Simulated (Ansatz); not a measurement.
# BN (boron nitride): UCCSDTQ/6-31G

What is the electronic atomisation energy of BN (boron nitride) at UCCSDTQ/6-31G? 

The results are computed with Ansatz 0.2.0.

66 further runs of the same task are left out: 66 set aside as unsound or not needed.

### 1 The structure to begin with

BN: 2 atoms, total charge 0, spin state triplet. SMILES: `B#N`. Geometry: relaxed at GFN2-xTB.

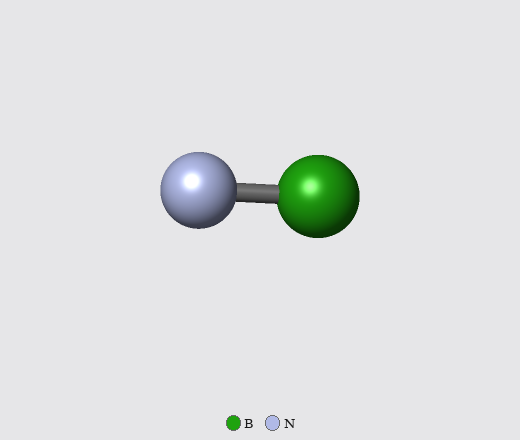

The structure, seen from a chosen angle (boron green, nitrogen light blue).

### 2 The energy at UCCSDTQ/6-31G

Contents of molecule.yaml:

```yaml
basis:
  gaussian:
    orbitals: 6-31G
crystal:
  periodic: [false, false, false]
  atoms:
    - {symbol: B, position_ang: [0.000000, 0.000000, 0.000000]}
    - {symbol: "N", position_ang: [0.000000, 0.000000, 1.268430]}
magnetization:
  spin_polarized: true
  initial_magnetization: 2
correlation:
  method: ccsdtq
  frozen_orbitals: {B: 1, "N": 1}
accuracy: high
scf:
  omitted_lower_state_checks: [cluster_reference, increment]
```

Command:

```sh
$ ansatz run molecule.yaml --threads 1 --pin off --max-ram 2610MiB --events-out events.jsonl --progress --plain --runs-dir runs
```

What it wrote:

```text
Warning: RAYON_NUM_THREADS=1 ignored (pool sized by the plan → 1); use --threads N
[... 16 lines left out ...]
2 core orbitals not correlated: weight in the atoms' cores, before any rotation towards them, 1.000 or more for the frozen orbitals, at most 0.000 for the correlated occupied ones
[... 36 lines left out ...]
Total energy: -2152.27811347 eV, -79.0947618035 hartree
Checks for a lower state left out: cluster_reference, increment
```

Wall time 16 s (1 thread of AMD EPYC 9R45 (Zen 5), shared host); peak memory 0.34 GiB.

### 3 The B atom, same level

Contents of job.yaml:

```yaml
crystal:
  periodic: [false, false, false]
  atoms:
    - {symbol: B, position_ang: [0.000000, 0.000000, 0.000000]}
basis:
  gaussian: {orbitals: 6-31G}
correlation: {method: ccsdtq, frozen_orbitals: {B: 1}}
magnetization: {spin_polarized: true, initial_magnetization: 1}
scf: {omitted_lower_state_checks: [cluster_reference, increment]}
accuracy: high
```

Run the same way, it converges to -24.56185 Eh (log not shown).

### 4 The N atom

Contents of job.yaml:

```yaml
crystal:
  periodic: [false, false, false]
  atoms:
    - {symbol: "N", position_ang: [0.000000, 0.000000, 0.000000]}
basis:
  gaussian:
    orbitals: 6-31G
magnetization:
  spin_polarized: true
  initial_magnetization: 3
correlation:
  method: ccsdtq
  frozen_orbitals: {"N": 1}
accuracy: high
scf:
  omitted_lower_state_checks: [cluster_reference, increment]
```

Command:

```sh
$ ansatz run job.yaml --threads 1 --pin off --max-ram 2610MiB --events-out events.jsonl --progress --plain --runs-dir runs
```

What it wrote:

```text
Warning: RAYON_NUM_THREADS=1 ignored (pool sized by the plan → 1); use --threads N
Functional definition: HF
  name "HF"
  exchange = exact_x
  correlation = 0
these checks for a lower state are left out or cut short: cluster_reference, increment
46 factors; integrals over basis functions are off by at most 2.3e-8 eV
mean field evaluation 1: about -1479.8024 eV, gradient 3.9e0 eV
mean field evaluation 2: about -1479.8047 eV, gradient 3.9e0 eV
mean field evaluation 4: about -1479.8913 eV, gradient 1.2e-1 eV
mean field evaluation 8: about -1479.8915 eV, gradient 7.3e-6 eV
mean field -1479.89145031 eV, -54.3850076926 hartree, gradient 2.4e-8 eV, S^2 3.754594; 0 other end points of the search recorded, 0 dependent functions left out
1 core orbitals not correlated: weight in the atoms' cores, before any rotation towards them, 1.000 or more for the frozen orbitals, at most 0.000 for the correlated occupied ones
reference -1479.89145031 eV, -54.3850076926 hartree; 4, 1 occupied and 4, 7 virtual orbitals, 46 factors
second order -0.72847046 eV of doubles, -0.00000000 eV of singles
cycle   1  -0.86833864 eV  change   -1.4e-1 eV  update   2.2e-2
cycle   2  -0.92257525 eV  change   -5.4e-2 eV  update   7.7e-3
cycle   3  -0.92722654 eV  change   -4.7e-3 eV  update   1.9e-3
cycle   4  -0.92694935 eV  change    2.8e-4 eV  update   3.1e-4
cycle   5  -0.92700647 eV  change   -5.7e-5 eV  update   4.0e-5
cycle   6  -0.92704440 eV  change   -3.8e-5 eV  update   1.5e-5
cycle   7  -0.92704120 eV  change    3.2e-6 eV  update   1.2e-6
cycle   8  -0.92704089 eV  change    3.1e-7 eV  update   2.0e-7
cycle   9  -0.92704085 eV  change    3.6e-8 eV  update   3.8e-8
cycle  10  -0.92704088 eV  change   -2.2e-8 eV  update   7.9e-9
cycle  11  -0.92704086 eV  change    1.4e-8 eV  update   6.3e-9
cycle  12  -0.92704088 eV  change   -1.6e-8 eV  update   3.8e-9
cycle  13  -0.92704088 eV  change   -6.4e-9 eV  update   1.3e-9
cycle  14  -0.92704088 eV  change  -3.7e-10 eV  update  1.9e-10
Total energy: -1480.81849120 eV, -54.4190758167 hartree
Checks for a lower state left out: cluster_reference, increment
```

Wall time 2.6 s (1 thread of AMD EPYC 9R45 (Zen 5), shared host).

### 5 What came out

At UCCSDTQ/6-31G, 2 core orbitals frozen:

```
                                             quantity         value
                               molecule: total energy  -79.09476 Eh
molecule: correlation energy (2 core orbitals frozen)    -142.4 mEh
          molecule: ⟨S²⟩ of the reference determinant         2.050
                              molecule: T1 diagnostic         0.043
                                 B atom: total energy  -24.56185 Eh
   B atom: correlation energy (1 core orbital frozen)     -42.4 mEh
            B atom: ⟨S²⟩ of the reference determinant         0.750
                                B atom: T1 diagnostic         0.006
                                 N atom: total energy  -54.41908 Eh
   N atom: correlation energy (1 core orbital frozen)     -34.1 mEh
            N atom: ⟨S²⟩ of the reference determinant         3.755
                                N atom: T1 diagnostic         0.003
                        electronic atomisation energy      3.098 eV
```

**Reading.** Taking the molecule apart into free atoms costs 3.10 eV (71 kcal/mol), before zero-point energy and without spin-orbit coupling. The basis has no polarisation functions, which makes bonds too weak.
